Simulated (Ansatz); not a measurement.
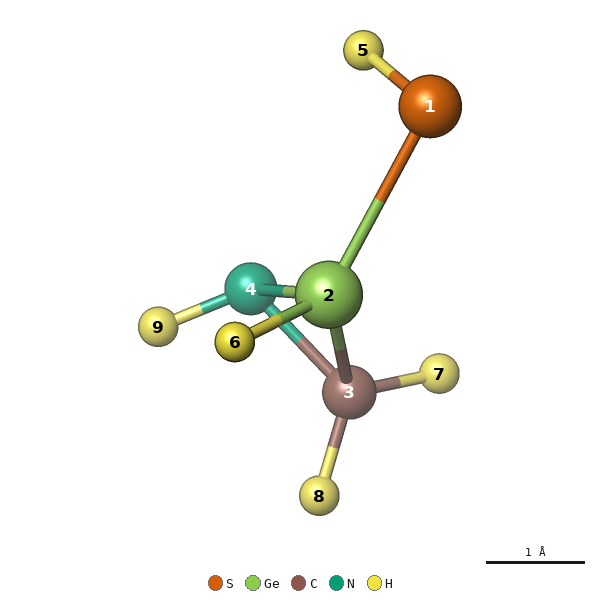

Orthographic view. Depth is shown by fading: the farther an atom, the more it takes the colour of the background. Computed geometry: PBE-D4/def2-SVP optimisation. No frequency run is at hand to confirm it as a minimum.

Write a Z-matrix (Å, degrees) in the order of the atom numbers, with these reference atoms: 2 to 1; 3 to 2, 1; 4 to 3, 2, 1; 5 to 1, 2, 4; 6 to 2, 4, 3; 7 to 3, 4, 2; 8 to 3, 7, 4; 9 to 4, 3, 7.

```
S  
Ge   1   2.235
C    2   1.947   1   122.8
N    3   1.475   2    66.5   1   -84.1
H    1   1.365   2    90.2   4    16.1
H    2   1.541   4   113.0   3  -110.9
H    3   1.106   4   114.9   2  -109.1
H    3   1.108   7   113.1   4   142.9
H    4   1.030   3   111.3   7   143.7
```
